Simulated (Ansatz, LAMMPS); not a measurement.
## Glassy 71SiO2-7B2O3-11Na2O-11K2O (mol %) (88 atoms): a short ab initio trajectory

Aim: follow glassy 71SiO2-7B2O3-11Na2O-11K2O (mol %) (88 atoms) for a short time with forces from DFT, then look at structure and electrons in the last frame.

Method: Kohn-Sham DFT, revPBE, PAW (set soft_2), plane waves, in Ansatz 0.2.0.

### Step 1. The starting structure

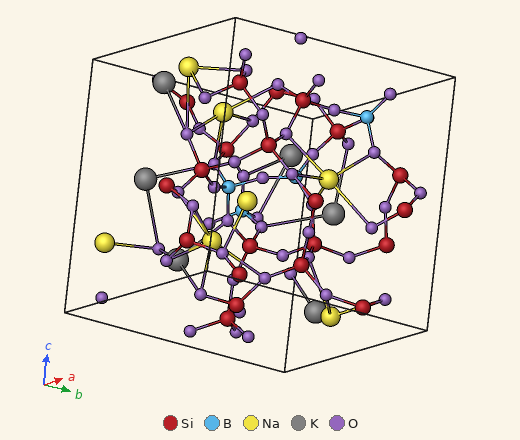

The starting structure, seen from a free direction (silicon red, boron blue, sodium yellow, potassium grey, oxygen purple). Bonds to atoms that aren't drawn are left out. Some periodic images of atoms are drawn too.

The cell holds 88 atoms: 20 Si, 4 B, 6 Na, 6 K and 52 O. Its edges and angles: a = 10.921 Å, b = 10.921 Å, c = 10.921 Å, α = 90.0°, β = 90.0°, γ = 90.0°. 88 atoms (20 Si, 4 B, 6 Na, 6 K, 52 O) placed at random at 2.33 g/cm³, melted at 3000 K for 20 ps at fixed volume with the Buckingham and Coulomb pair potential of Guillot and Sator (Geochim. Cosmochim. Acta 71, 1249 (2007)) with the boron terms of Wang et al. (J. Non-Cryst. Solids 498, 294 (2018)). Quenched from 3000 K to 300 K at 20 K/ps and fixed volume, held 10 ps at zero pressure.

What the set-up can't give: The quench rate of 20 K/ps far exceeds what a furnace or splat quench reaches, so expect more defects and frozen-in strain than in a real sample. The starting topology of bonds comes from the classical model, and needn't be the one that DFT or experiment would give. Only the Γ point is sampled, in a cell whose shortest periodic width is 11 Å.

### Step 2. Single point at the start

A single point comes first, to see the forces before anything moves.

Input file input.yaml:

```yaml
crystal:
  lattice:
    - [10.92063, 0.0, 0.0]
    - [0.0, 10.92063, 0.0]
    - [0.0, 0.0, 10.92063]
  atoms:
    - { symbol: Si, position: [0.95, 0.47468, 0.39576] }
    - { symbol: Si, position: [0.50861, 0.80658, 0.82137] }
    - { symbol: Si, position: [0.95888, 0.86723, 0.4516] }
    - { symbol: Si, position: [0.548, 0.73364, 0.35269] }
    [... 78 atom lines left out ...]
    - { symbol: O, position: [0.8393, 0.52738, 0.30356] }
    - { symbol: O, position: [0.03864, 0.57005, 0.47938] }
    - { symbol: O, position: [0.60509, 0.46066, 0.90942] }
    - { symbol: O, position: [0.63936, 0.65966, 0.26886] }
    - { symbol: O, position: [0.4924, 0.15241, 0.65968] }
    - { symbol: O, position: [0.72357, 0.241, 0.89355] }
kpoints:
  mp_grid: { grid: [1, 1, 1] }
hamiltonian:
  xc: revpbe
scf:
  occupations: { method: gaussian, width: 0.05 }
output:
  forces: true
```

Command:

```
ansatz run input.yaml --threads 4 --pin off --max-ram 8192MiB --backend cpu --events-out ev --progress --plain --runs-dir out
```

Run time: 11 s. Hardware: 4 threads of Arm Neoverse V2, shared host; peak memory 1.6 GiB; 40 s of CPU time.

The run gave:

| Quantity | Value |
| --- | --- |
| free energy | -61217.9247 eV |
| free energy per atom | -695.6582 eV/atom |
| SCF cycles | 11 |
| r.m.s. force component | 1.089 eV/Å |
| longest force | 4.984 eV/Å |
| Fermi energy | 5.438 eV |

The r.m.s. force component of 1.1 eV/Å sets the starting point.

Length of the force by element:

```tsv
element	coordination	atoms	mean length of the force (eV/Å)	spread	least	most
B	all	4	1.98	0.564	1.20	2.73
K	all	6	0.899	0.0939	0.755	1.04
Na	all	6	0.851	0.384	0.479	1.54
O	all	52	1.61	0.778	0.44	3.40
Si	all	20	2.18	1.11	0.761	4.98
```

### Step 3. Dynamics at 400 K

A Nosé–Hoover thermostat steers the temperature while disturbing the dynamics little. The time step is 1.0 fs.

Changes to input.yaml since step 2:

```diff
@@ -15 +15,8 @@
   forces: true
+md:
+  timestep: 1.0
+  n_steps: 322
+  ensemble: nvt_nose_hoover
+  temperature: 400
+  initial_velocities: maxwell_boltzmann
+  seed: 9117
```

It took 29 min on 4 threads; peak memory 1.7 GiB.

The program notes that it switched symmetry off.

Rows from the run:

```tsv
time (fs)	T (K)	potential (meV/atom)	conserved (meV/atom)
0.0	400	0.0	0.00
21.0	496	-12.7	-0.03
43.0	586	-26.0	-0.04
64.0	611	-34.2	-0.03
86.0	551	-33.5	-0.05
107.0	499	-31.8	-0.02
129.0	520	-38.4	-0.06
150.0	547	-45.7	-0.08
172.0	535	-49.3	-0.07
193.0	430	-40.7	-0.06
215.0	484	-52.2	-0.08
236.0	424	-48.6	-0.08
258.0	431	-52.9	-0.09
279.0	416	-54.1	-0.11
301.0	415	-56.8	-0.11
322.0	415	-59.1	-0.10
```

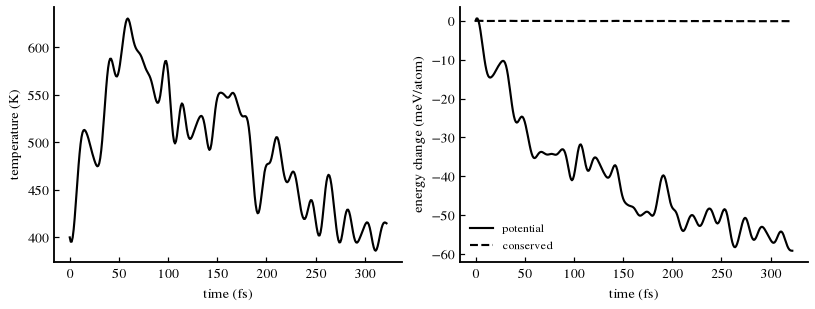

Temperature and energies against time.

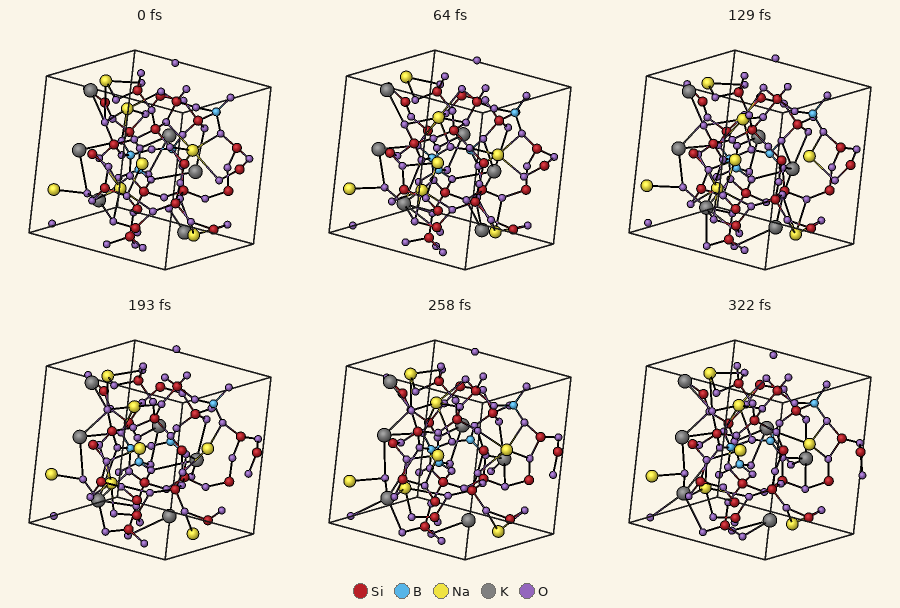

6 frames of the run. Bonds to atoms that aren't drawn are left out.

Mean square displacement from the first frame to the last: Si 0.20 Å², B 0.054 Å², Na 0.92 Å², K 0.94 Å², O 0.48 Å².

The mean square displacement by time lag:

```tsv
time lag (fs)	B (Å²)	K (Å²)	Na (Å²)	O (Å²)	Si (Å²)
1.0	1.3e-4	4.4e-5	7.4e-5	7.1e-5	4.0e-5
21.0	0.0253	0.0199	0.0319	0.0232	0.0118
41.0	0.0274	0.0748	0.112	0.0596	0.0255
61.0	0.0448	0.159	0.215	0.0934	0.0402
81.0	0.0557	0.263	0.316	0.127	0.0560
101.0	0.0622	0.374	0.392	0.161	0.0699
121.0	0.0704	0.481	0.437	0.193	0.0832
141.0	0.0694	0.574	0.463	0.224	0.0942
161.0	0.0695	0.650	0.488	0.254	0.106
```

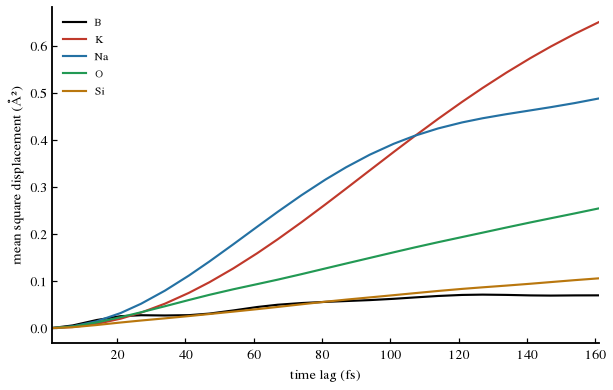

Mean square displacement, plotted against time lag.

Over the second half of 322 fs the temperature averages 450 K, falling from about 501 to 406 K (means over the first and last quarter of that half). The conserved energy stays within 0.12 meV/atom. From first frame to last K has the largest mean square displacement, 0.94 Å² at the end; the farthest move is 2.98 Å. The run spans 0.32 ps, too short for its means to be equilibrium values.

### Step 4. Distances and neighbours late in the run

The g(r) is a mean over the second half.

Density 2.31 g/cm³, 14.8 Å³ an atom.

Mean of 14 frames. g(r), total and by pair (bins of 0.2 Å):

```tsv
r (Å)	total	O-O	O-Si	O-K	O-Na	O-B	Si-Si
1.30	0.22	0.00	0.00	0.00	0.00	4.02	0.00
1.50	1.22	0.00	2.23	0.00	0.00	11.65	0.00
1.70	3.40	0.00	12.36	0.00	0.00	1.48	0.00
1.90	0.01	0.00	0.02	0.00	0.00	0.00	0.00
2.10	0.05	0.00	0.00	0.00	0.56	0.00	0.00
2.30	0.37	0.41	0.00	0.22	2.57	0.00	0.00
2.50	0.98	2.14	0.00	0.77	2.06	0.00	0.00
2.70	1.89	4.48	0.00	1.89	1.38	0.00	0.05
2.90	0.88	1.04	0.10	1.12	1.40	0.04	1.66
3.10	0.88	0.46	0.36	1.55	1.19	0.23	3.81
3.30	0.80	0.46	0.78	0.99	0.74	0.89	2.23
3.50	0.98	0.59	1.25	0.85	0.63	2.22	0.09
3.70	1.04	0.61	1.32	1.27	1.02	2.13	0.25
3.90	1.00	0.66	1.42	0.60	1.03	1.88	0.26
4.10	1.19	0.78	1.89	0.85	1.12	1.80	0.56
4.30	1.12	0.84	1.55	0.84	1.17	1.09	1.29
4.50	0.92	1.01	0.68	0.88	1.25	0.67	0.89
4.70	0.96	1.39	0.63	0.96	1.00	0.34	0.96
4.90	1.10	1.61	0.68	1.37	0.88	0.54	1.01
5.10	1.13	1.48	0.84	1.19	0.94	0.81	1.41
5.30	1.08	1.19	0.90	1.04	0.95	1.35	1.17
```

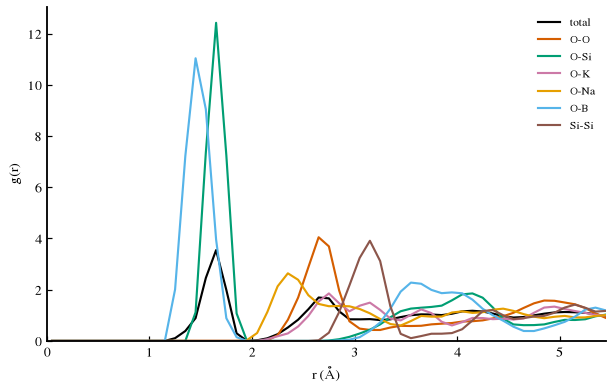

Pair distribution functions, lightly smoothed.

### Step 5. Single point at the last frame

The last frame is solved once more, with the analyses that the dynamics left out.

Input file input.yaml:

```yaml
crystal:
  lattice:
    - [10.92063, 0.0, 0.0]
    - [0.0, 10.92063, 0.0]
    - [0.0, 0.0, 10.92063]
  atoms:
    - { symbol: Si, position: [0.93839, 0.47154, 0.41914] }
    - { symbol: Si, position: [0.49988, 0.79753, 0.82058] }
    - { symbol: Si, position: [0.06667, 0.94525, 0.49883] }
    - { symbol: Si, position: [0.52295, 0.74116, 0.35686] }
    [... 78 atom lines left out ...]
    - { symbol: O, position: [0.82775, 0.49576, 0.30912] }
    - { symbol: O, position: [0.01384, 0.59438, 0.44384] }
    - { symbol: O, position: [0.62489, 0.48311, 0.9329] }
    - { symbol: O, position: [0.64079, 0.6615, 0.29991] }
    - { symbol: O, position: [0.51762, 0.18819, 0.6709] }
    - { symbol: O, position: [0.75994, 0.24133, 0.88917] }
kpoints:
  mp_grid: { grid: [1, 1, 1] }
hamiltonian:
  xc: revpbe
scf:
  occupations: { method: gaussian, width: 0.05 }
output:
  forces: true
  stress: true
  populations: true
  dos:
    method: { smearing: { sigma: 0.15 } }
    de: 0.1
    projected: { site_lists: { B: [B], K: [K], Na: [Na], O: [O], Si: [Si] } }
  eigenvalues: true
  write_density: true
  write_potential: true
  volumetric_format: npy
```

Elapsed: 16 s, on 4 threads; peak memory 1.6 GiB.

The program notes that the exchange-correlation potential is rough where the density is thin.

Numbers from this run:

```yaml
free_energy: -61223.1288 eV
free_energy_per_atom: -695.7174 eV/atom
scf_cycles: 9
pressure: 0.1416 GPa
r_m_s_force_component: 0.8023 eV/Å
longest_force: 4.05 eV/Å
fermi_energy: 5.214 eV
spacing_of_highest_filled_and_lowest_empty_level: 2.972 eV
spilling_of_the_projection: 0.01056
```

Length of the force by element:

```tsv
element	coordination	atoms	mean length of the force (eV/Å)	spread	least	most
B	all	4	1.88	0.670	0.779	2.60
K	all	6	0.399	0.187	0.194	0.771
Na	all	6	0.399	0.301	0.0633	0.850
O	all	52	1.11	0.539	0.208	2.33
Si	all	20	1.74	0.752	0.534	4.05
```

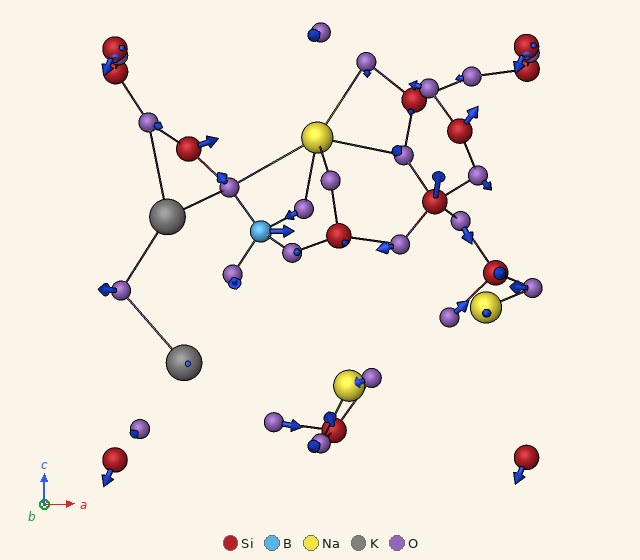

Forces as arrows; the longest in the cell is 4.05 eV/Å. Drawn is a slice 4 Å thick, seen along the normal of the ac plane. Bonds to atoms that aren't drawn are left out.

Löwdin charges by element (they lack the spilled electrons, 0.061 e an atom on average):

```tsv
element	coordination	atoms	mean charge (e)	spread	least	most
B	all	4	0.616	0.01	0.608	0.633
K	all	6	0.878	0.0057	0.871	0.887
Na	all	6	0.831	0.0194	0.800	0.861
O	all	52	-0.794	0.110	-1.02	-0.482
Si	all	20	1.70	0.0562	1.56	1.78
```

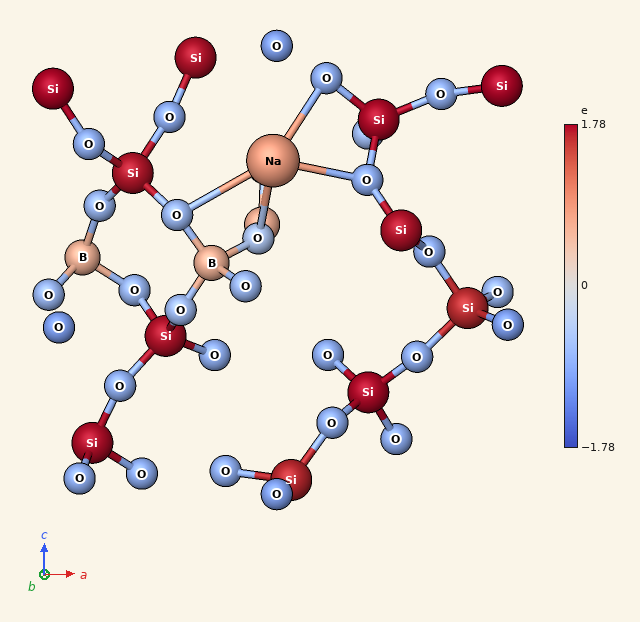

Atoms coloured by Löwdin charge. Drawn is a slice 5 Å thick, seen along the normal of the ac plane. Bonds to atoms that aren't drawn are left out.

Density of states as counts of states in windows of 1 eV (from the Fermi level), total and the larger projections:

```tsv
from (eV)	to (eV)	total	O p	Si p
-10	-9	19.2	13.8	2.4
-9	-8	25.3	18.9	4.0
-8	-7	19.3	14.5	2.5
-7	-6	30.6	25.3	2.5
-6	-5	51.9	45.7	2.6
-5	-4	56.1	51.6	1.6
-4	-3	47.5	44.6	1.0
-3	-2	29.9	28.3	0.6
-2	-1	7.1	6.7	0.2
-1	1	0.0	0.0	0.0
1	2	2.0	0.0	0.1
2	3	4.2	0.4	0.4
3	4	13.0	1.5	2.0
4	5	25.9	2.4	6.3
```

Between -26 and -10 eV lie 201 more states.

About 24 of the 512 electrons lie in deeper levels, below the stored range.

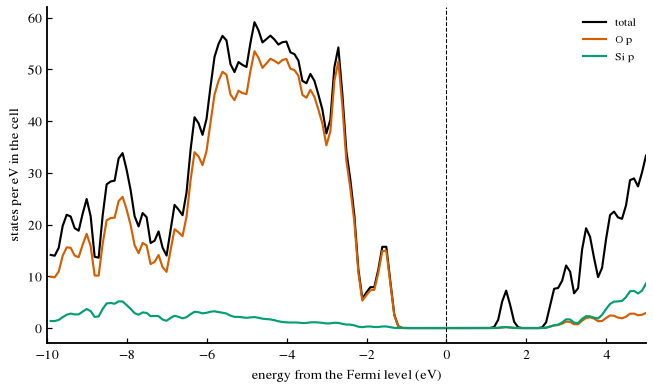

Total and projected density of states, with the broadening of the input.

The levels nearest the highest filled one (over half full), pooled over k-points and spins:

```tsv
level less the highest filled one (eV)	occupation
-0.875	2
-0.786	2
-0.461	2
-0.204	2
-0.0586	2
0	2
2.97	0
4.19	0
4.45	0
4.58	0
4.92	0
4.94	0
```

Mean Löwdin charges: B +0.62, K +0.88, Na +0.83, O -0.79, Si +1.70 e (they miss 1.1 % of the electrons, so they add up to more than the cell's charge).

### Step 6. What came out

| Item | Value |
| --- | --- |
| mean temperature, second half | 449.5 K |
| temperature swing, second half | 46.05 K |
| slope of the conserved energy against time, by least squares | -0.2661 meV/atom/ps |
| free energy per atom | -695.7174 eV/atom |
| pressure | 0.1416 GPa |
| r.m.s. force component | 0.8023 eV/Å |
| gap (highest filled to lowest empty level) | 2.972 eV |
| wall time of the 3 DFT runs | 30 min |

Over the second half of 322 fs the temperature averages 450 K, falling from about 501 to 406 K (means over the first and last quarter of that half). The conserved energy stays within 0.12 meV/atom. The run spans 0.32 ps, too short for its means to be equilibrium values. The highest filled and lowest empty levels differ by 2.97 eV (at Γ alone); a semilocal functional tends to put such gaps too low. In a disordered cell it changes from sample to sample, and tail or defect levels can set it.

What to keep in mind: The pressure of a single frame lacks the kinetic term, about 0.42 GPa here.

[Logs are printed without paths, hosts, clocks, repeated set-up lines and the standing remarks that a program may print on its own settings, such as how far it seeks lower states.]

[Hosts, paths, dates, database ids (printed as entryN), source tags and the programs' standing remarks are cut or masked in the printed files.]
